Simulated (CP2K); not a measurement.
# C2H2F2Si (SMILES F[Si]1(F)C=C1), run twice

Aim: energy and forces of C2H2F2Si at AM1.

The calculation is run with CP2K 2026.2.

1 further run of the same task is left out (set aside as unsound or not needed).

## Step 1: The structure to begin with

The species is C2H2F2Si (7 atoms), meant as a singlet with charge 0. As SMILES, `F[Si]1(F)C=C1`. Geometry: relaxed at GFN2-xTB.

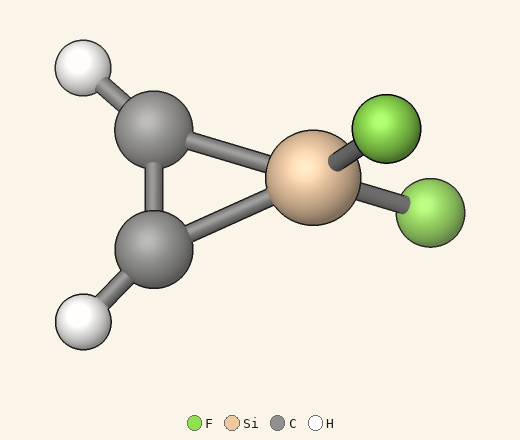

The structure, seen from a chosen angle (fluorine green, silicon light orange, carbon grey, hydrogen white).

## Step 2: Try one

Input file calc.inp:

```
&FORCE_EVAL
  METHOD QUICKSTEP
  &DFT
    CHARGE 0
    MULTIPLICITY 1
    &QUICKSTEP
      METHOD AM1
      EPS_DEFAULT 1.0E-10
      &SE
        &COULOMB
          CUTOFF [angstrom] 50
          RC_RANGE [angstrom] 0
        &END COULOMB
        &EXCHANGE
          CUTOFF [angstrom] 50
          RC_RANGE [angstrom] 0
        &END EXCHANGE
      &END SE
    &END QS
    ! cluster boundary conditions
    &POISSON
      PERIODIC NONE
      POISSON_SOLVER ANALYTIC
    &END POISSON
    ! SCF settings
    &SCF
      SCF_GUESS ATOMIC
      EPS_SCF 1.0E-06
      MAX_SCF 100
      &DIAGONALIZATION
        ALGORITHM STANDARD
      &END DIAGONALIZATION
      &MIXING
        METHOD DIRECT_P_MIXING
        ALPHA 0.4
      &END MIXING
    &END SCF
    &PRINT
      &MOMENTS
        PERIODIC F
        REFERENCE COM
        MAX_MOMENT 1
      &END MOMENTS
      &MO ON
        ENERGIES T
        OCCUPATION_NUMBERS T
        NDIGITS 6
        &EACH
          QS_SCF 0
        &END EACH
        ADD_LAST NUMERIC
      &END MO
      &HIRSHFELD OFF
      &END HIRSHFELD
    &END PRINT
  &END DFT
  &SUBSYS
    ! vacuum box
    &CELL
      ABC [angstrom] 18.6 19.8 18.8
      PERIODIC NONE
    &END CELL
    &COORD
      F     10.137235     8.885165    10.808080
      Si     9.559815     9.408415     9.419110
      F      9.192405     8.022425     8.723800
      C      8.759735    11.034755     9.105470
      C      9.999045    10.973665     8.560380
      H      7.982845    11.777575     9.151440
      H     10.617155    11.646205     7.991920
    &END COORD
  &END SUBSYS
  &PRINT
    &FORCES ON
    &END FORCES
  &END PRINT
&END FORCE_EVAL

&GLOBAL
  PROJECT_NAME calc
  RUN_TYPE ENERGY_FORCE
  PRINT_LEVEL MEDIUM
&END GLOBAL
```

Launch:

```bash
$ OMP_NUM_THREADS=1 cp2k.psmp -i calc.inp -o calc.out
```

Log:

```text
Possible matches for unknown subsection

 QUICKSTEP

   keyword UKS in section %__ROOT__%FORCE_EVAL%DFT score:  104
   keyword MULTIP in section %__ROOT__%FORCE_EVAL%DFT score:  104
   keyword ROKS in section %__ROOT__%FORCE_EVAL%DFT score:  103
   enum MULLIKEN in section %__ROOT__%FORCE_EVAL%DFT for keyword PLUS_U_METHOD score:  103
   keyword SUBCELLS in section %__ROOT__%FORCE_EVAL%DFT score:  103

 *******************************************************************************
 *   ___                                                                       *
 *  /   \                                                                      *
 * [ABORT]                                                                     *
 *  \___/               unknown subsection QUICKSTEP of section DFT            *
 *    |                                                                        *
 *  O/|                                                                        *
 * /| |                                                                        *
 * / \                                               input/input_parsing.F:192 *
 *******************************************************************************

 ===== Routine Calling Stack =====

            4 section_vals_parse
            3 section_vals_parse
            2 section_vals_parse
            1 read_input

Program received signal SIGABRT: Process abort signal.

Backtrace for this error:
#0  0x5da3f7eef957 in ???
#1  0x5da4187a4cac in __pthread_kill_implementation
#2  0x5da41874bfb7 in raise
#3  0x5da418735d37 in abort
#4  0x5da3f85c2d83 in ???
#5  0x5da3f85c4297 in ???
#6  0x5da3f8733e77 in ???
#7  0x5da3f87338f7 in ???
#8  0x5da3f87338f7 in ???
#9  0x5da3f8009807 in ???
#10  0x5da3f8874e8b in ???
#11  0x5da3f8879d0b in ???
#12  0x5da3f7f90db3 in ???
#13  0x5da3f7f8ef13 in ???
#14  0x5da418736573 in __libc_start_call_main
#15  0x5da418736657 in __libc_start_main_impl
#16  0x5da3f7f8f06f in ???
#17  0xffffffffffffffff in ???
```

It took 0.22 s on 1 thread of Arm Neoverse V2, shared host.

## Step 3: What went wrong

The input was rejected.

The telling line is `\___/               unknown subsection QUICKSTEP of section DFT`. The fault: unknown section.

## Step 4: Try two

Input file run.inp:

```
&GLOBAL
  PROJECT_NAME run
  RUN_TYPE ENERGY_FORCE
  PRINT_LEVEL MEDIUM
&END GLOBAL

&FORCE_EVAL
  METHOD QS
  &DFT
    CHARGE 0
    MULTIPLICITY 1
    &QS
      METHOD AM1
      EPS_DEFAULT 1.0E-10
      &SE
        &COULOMB
          CUTOFF [angstrom] 50
          RC_RANGE [angstrom] 0
        &END COULOMB
        &EXCHANGE
          CUTOFF [angstrom] 50
          RC_RANGE [angstrom] 0
        &END EXCHANGE
      &END SE
    &END QS
    &POISSON
      PERIODIC NONE
      POISSON_SOLVER ANALYTIC
    &END POISSON
    &SCF
      SCF_GUESS ATOMIC
      EPS_SCF 1.0E-06
      MAX_SCF 92
      &DIAGONALIZATION
        ALGORITHM STANDARD
      &END DIAGONALIZATION
      &MIXING
        METHOD DIRECT_P_MIXING
        ALPHA 0.2
      &END MIXING
    &END SCF
    &PRINT
      &MOMENTS
        PERIODIC F
        REFERENCE COM
        MAX_MOMENT 1
      &END MOMENTS
      &MO ON
        ENERGIES T
        OCCUPATION_NUMBERS T
        NDIGITS 6
        &EACH
          QS_SCF 0
        &END EACH
        ADD_LAST NUMERIC
      &END MO
      &HIRSHFELD OFF
      &END HIRSHFELD
    &END PRINT
  &END DFT
  &SUBSYS
    &CELL
      ABC [angstrom] 18.6 19.8 18.8
      PERIODIC NONE
    &END CELL
    &COORD
      F     10.137235     8.885165    10.808080
      Si     9.559815     9.408415     9.419110
      F      9.192405     8.022425     8.723800
      C      8.759735    11.034755     9.105470
      C      9.999045    10.973665     8.560380
      H      7.982845    11.777575     9.151440
      H     10.617155    11.646205     7.991920
    &END COORD
  &END SUBSYS
  &PRINT
    &FORCES ON
    &END FORCES
  &END PRINT
&END FORCE_EVAL
```

Launch:

```bash
$ OMP_NUM_THREADS=1 cp2k.psmp -i run.inp > run.out 2>&1
```

Log:

```text
CP2K| version string:                                       CP2K version 2026.2
[...]
 GLOBAL| Method name                                                        CP2K
[...]
 GLOBAL| Run type                                                   ENERGY_FORCE
[...]
                             - Atoms:                                          7
[...]
                             - Spherical basis functions:                     22
[...]
 Number of electrons:                                                         28
[...]
     1 P_Mix/Diag. 0.20E+00    0.0     0.62428413       -43.7742432518 -4.38E+01
[...]
    20 DIIS/Diag.  0.19E-06    0.0     0.00000041       -49.2145216201 -2.53E-11
  *** SCF run converged in    20 steps ***
  Core-core repulsion energy [eV]:                           1807.75504856556290
  Core Hamiltonian energy [eV]:                             -2252.57773778025921
  Two-electron integral energy [eV]:                        -1788.74509981481879
  Electronic energy [eV]:                                   -3146.95028768766861
  Total energy [eV]:                                        -1339.19523912210570
  Atomic reference energy [eV]:                              1333.68557574729289
  Heat of formation [kcal/mol]:                              -127.05586585914328
[...]
 SE_DIPOLE| Moment [Debye]          0.07207885      -0.75686219       0.25885443
 SE_DIPOLE| Derivative [a.u.]       0.00000000       0.00000000       0.00000000
 ENERGY| Total FORCE_EVAL ( QS ) energy [hartree]            -49.214521620129354
 FORCES| Atomic forces [hartree/bohr]
 FORCES|   Atom     x               y               z               |f|
 FORCES|      1  7.84586364E-03 -1.06820845E-03  1.79854273E-02   1.96513165E-02
 FORCES|      2 -6.66963491E-03  5.47225069E-02 -2.10345363E-02   5.90041398E-02
 FORCES|      3 -5.90825120E-03 -1.30027956E-02 -1.20200277E-02   1.86671153E-02
 FORCES|      4  3.72600830E-02 -2.19335364E-02 -7.92674513E-03   4.39571051E-02
 FORCES|      5 -3.24647649E-02 -1.85682873E-02  2.28518849E-02   4.38286539E-02
 FORCES|      6 -1.27779766E-03 -6.10751641E-05  5.79388355E-04   1.40434608E-03
 FORCES|      7  1.21450206E-03 -8.86039630E-05 -4.35391381E-04   1.29322526E-03
 FORCES| Sum    -5.55111512E-17 -8.04911693E-16 -1.17440779E-15
 FORCES| Total atomic force                                       1.42485016E-15
[...]
```

It took 0.2 s on 1 thread of Arm Neoverse V2, shared host.

## Step 5: Outcome

Level: AM1.

```
                                 quantity            value
                             total energy     -49.21452 Eh
                            dipole moment           0.80 D
                              HOMO energy         -9.98 eV
heat of formation at this unrelaxed shape  -127.1 kcal/mol
                 largest force on an atom       3.034 eV/Å
```

**Reading.** The largest force is 3.03 eV/Å: the shape isn't a stationary point for this species at this level.
